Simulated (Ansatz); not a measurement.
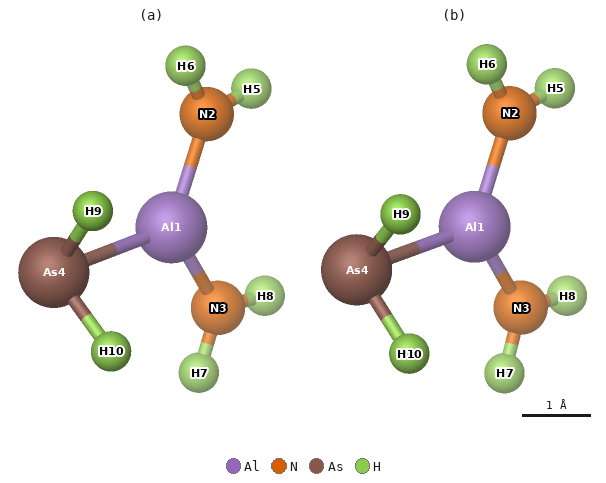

The structure of AlAsN2H6 before (left) and after (right) a relaxation, at one scale.

The picture is a ball-and-stick view, seen from a free direction.

It is one of the separated products of a reaction.

Method: Ansatz 0.2.0, RKS PBE0-D4/def2-TZVP.

Input
```yaml
crystal:
  periodic: [false, false, false]
  atoms:
    - {symbol: Al, position_ang: [0.297580, -0.016306, 0.689750]}
    - {symbol: N, position_ang: [0.872017, 1.527587, 1.332960]}
    - {symbol: N, position_ang: [-1.435374, -0.379748, 0.683744]}
    - {symbol: As, position_ang: [1.877029, -1.692802, -0.086670]}
    - {symbol: H, position_ang: [0.298203, 2.248333, 1.739255]}
    - {symbol: H, position_ang: [1.835784, 1.817203, 1.322875]}
    - {symbol: H, position_ang: [-1.825597, -1.254171, 0.373300]}
    - {symbol: H, position_ang: [-2.166941, 0.224526, 1.020863]}
    - {symbol: H, position_ang: [2.734691, -0.607333, -0.726479]}
    - {symbol: H, position_ang: [1.064026, -1.877336, -1.362920]}
basis:
  gaussian: {orbitals: def2-TZVP}
hamiltonian: {xc: pbe0, dispersion: d4}
relax: {f_tol: 0.005, max_steps: 200}
```

Run as
```bash
ansatz run in.yaml --threads 8 --pin off --events-out ev --progress --plain --max-ram 19148MiB
```

### Summarise the run.

H10 moves most after the best rigid fit: 0.099 Å. By element the largest moves are H 0.099 Å, As 0.040 Å, N 0.018 Å, Al 0.011 Å. The energy falls by 0.001 eV in 14 geometry steps. Largest force component: 0.062 eV/Å at the start, 0.0038 eV/Å at the end. The forces were under the threshold at step 5, but the run went on from there. The run took 56 s on 8 threads of Intel Xeon @ 2.50GHz (shared host).
